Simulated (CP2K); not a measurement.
Consider hydroxypyrazine at its PBE geometry (Å).

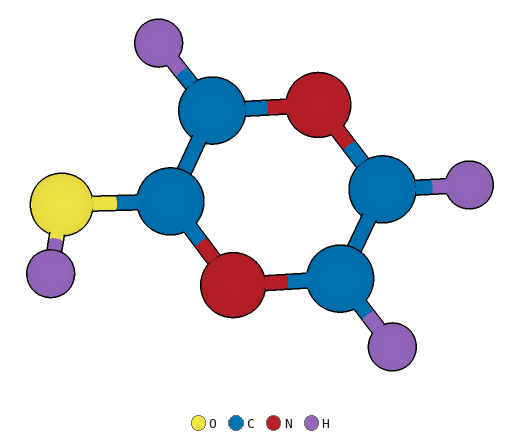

The molecule (oxygen yellow, carbon blue, nitrogen red, hydrogen purple).

```xyz
11

O    -2.3896   -0.1623    0.0014
C    -1.0349   -0.0464    0.0023
C    -0.4550    1.2376    0.0039
N     0.8695    1.3866    0.0009
C     1.6137    0.2629   -0.0031
C     1.0273   -1.0002   -0.0019
N    -0.3093   -1.1626    0.0010
H    -2.5725   -1.1243    0.0006
H    -1.0780    2.1340    0.0070
H     2.6976    0.3846   -0.0084
H     1.6313   -1.9099   -0.0037
```

Method: CP2K XAS_TDP, all-electron GAPW, PBEh(45%), aug-cc-pVDZ, TDA, GW2X-corrected core level, no relativity.

Where do the C K-edge lines lie, and how strong are they?

Leading lines: C2 288.98 eV, C3 287.15 eV, C5 287.56 eV and C6 287.32 eV. The leading line of an atom is its first one with 35 % of the strongest within 2.5 eV of its lowest line over the strength cut. Core ionisation energies at this level: C3 293.01, C5 292.83, C2 294.74 and C6 293.24 eV.

The first six lines of each atom with a strength over 0.0015:

| atom | energy (eV) | states | strength, one atom | above the computed threshold |
| --- | --- | --- | --- | --- |
| C2 (bonded to C, N and O) | 288.98 | 1 | 0.0594 |  |
|  | 290.61 | 1 | 0.0056 |  |
|  | 292.86 | 1 | 0.0040 |  |
|  | 293.63 | 1 | 0.0048 |  |
|  | 294.35 | 1 | 0.0139 |  |
|  | 294.46 | 1 | 0.0021 |  |
| C3 (bonded to C, N and H) | 287.15 | 1 | 0.0451 |  |
|  | 289.45 | 1 | 0.0057 |  |
|  | 291.22 | 1 | 0.0099 |  |
|  | 291.85 | 1 | 0.0068 |  |
|  | 292.67 | 1 | 0.0030 |  |
|  | 292.71 | 1 | 0.0036 |  |
| C5 (bonded to C, N and H) | 287.56 | 1 | 0.0485 |  |
|  | 288.63 | 1 | 0.0044 |  |
|  | 290.83 | 1 | 0.0113 |  |
|  | 291.84 | 1 | 0.0029 |  |
|  | 292.38 | 1 | 0.0015 |  |
|  | 292.45 | 1 | 0.0032 |  |
| C6 (bonded to C, N and H) | 287.32 | 1 | 0.0526 |  |
|  | 289.62 | 1 | 0.0036 |  |
|  | 291.15 | 1 | 0.0128 |  |
|  | 292.13 | 1 | 0.0024 |  |
|  | 292.45 | 1 | 0.0018 |  |
|  | 292.79 | 1 | 0.0046 |  |

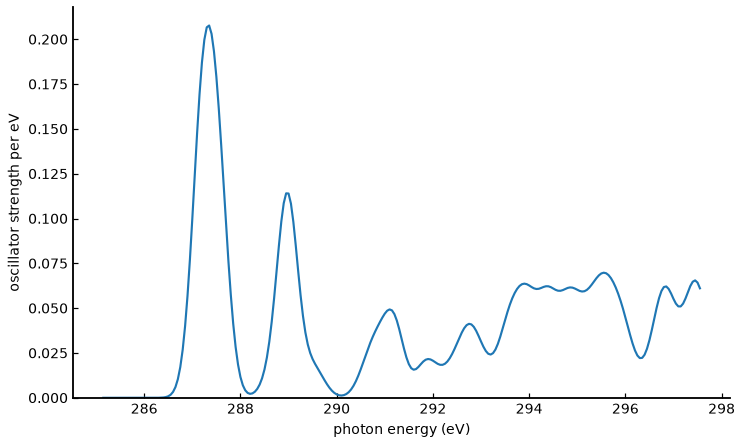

All atoms added, broadened by 0.5 eV.

Lines are vertical, at one geometry, with no vibrational structure. GW2X ionisation energies and lines can be off by 1 to 2 eV either way, and a good line position may hide errors that cancel. These values hold no scalar relativity, about 0.1 eV for C 1s. Rydberg lines, and the discretised continuum above threshold, depend on the basis and the box.

[Banner, clock and machine lines of the logs are left out without a mark of their own.]

[Logs are printed without paths, hosts, clocks, repeated set-up lines and the standing remarks that a program may print on its own settings, such as how far it seeks lower states.]

[Hosts, paths, dates, database ids (printed as entryN), source tags and the programs' standing remarks are cut or masked in the printed files.]
